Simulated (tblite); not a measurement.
**C4H12BNO: nudged elastic band**

C4H12BNO, computed with GFN2-xTB climbing-image nudged elastic band, gas phase (tblite 0.8.0).

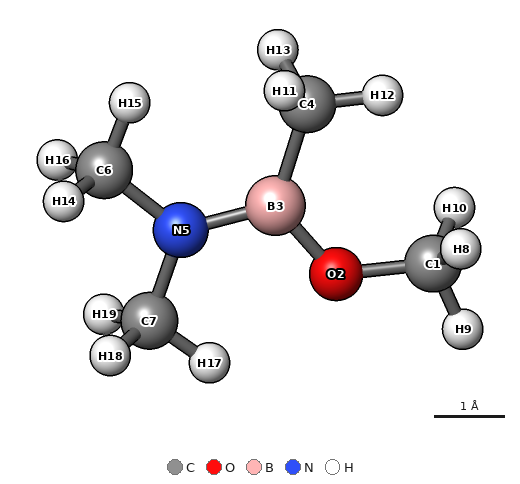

**Figure 1.** The input geometry (ball-and-stick view, seen at a tilt; atoms are numbered from 1 in the order of the input). Bond lengths as drawn: B–C 1.60 Å, B–N 1.41 Å, B–O 1.37 Å, C–H 1.08 to 1.10 Å, C–N 1.44 to 1.45 Å and C–O 1.40 Å.

### Input
```
{"job": {"xc": "GFN2-xTB", "basis": "xTB", "kind": "neb"}, "charge": 0, "multiplicity": 1}
C      2.467751    -0.003156     1.151019
O      1.071152     0.065661     1.080507
B      0.355649    -0.030925    -0.087443
C      1.022849    -0.237535    -1.529380
N     -1.038579     0.065349     0.057166
C     -1.997577    -0.007071    -1.018146
C     -1.676641     0.253317     1.340859
H      2.938607     0.799507     0.574185
H      2.747604     0.106688     2.200885
H      2.841096    -0.964972     0.784576
H      0.774826     0.582321    -2.200534
H      2.107090    -0.295693    -1.483619
H      0.673001    -1.154250    -1.999947
H     -2.590107     0.913607    -1.065125
H     -1.492935    -0.145453    -1.968388
H     -2.687528    -0.843990    -0.861226
H     -0.912993     0.301128     2.110275
H     -2.256660     1.182361     1.349263
H     -2.356409    -0.577645     1.557610
```

The first line tells a small driver script what to run in tblite; the rest is the geometry in Å.

Run as:
```bash
OMP_NUM_THREADS=1 python <driver script> task.json out
```

### The program's output
```
image   E - E0 / eV
  0       0.0000
  1       0.1498
  2       0.5223
  3       0.7038
  4       0.3818
  5       0.0635
  6       0.0001
```

### Key numbers

```json
{"quantity": "outcome", "value": "converged"}
{"quantity": "forward barrier", "value": "0.704 eV"}
{"quantity": "hardware", "value": "1 CPU thread, shared host"}
{"quantity": "wall time", "value": "2.4 s"}
{"quantity": "peak memory", "value": "0.2 GiB"}
```
